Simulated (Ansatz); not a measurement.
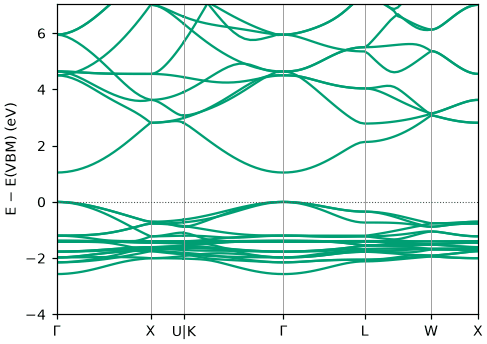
Figure. Band structure from plane-wave PAW PBE (Ansatz code)

Question: Read off the gap and where the band edges lie.

Answer: About 1.0 eV (1.04 eV by a search for the band edges); maximum at Γ, minimum at Γ.

Question: Pick the material that matches.
(A) Cu2O, Fd-3m (O on 8b, Cu on 16d)
(B) BaO, rock salt
(C) CeO2, fluorite
(D) CuCl, zinc blende

Answer: A, Cu2O, Fd-3m (O on 8b, Cu on 16d)

The start of the workflow was typed in or built on a structure type; neither database checked (COD, Materials Project) lists it. It is not the phase usual at ambient conditions (space group No. 224). Symmetry was held in the PBE relaxation; its stability against distortions is not shown here. The workflow began spin-polarised and lost its moments. No Hubbard U is applied.

Potentials: the later of the program's two PAW sets.
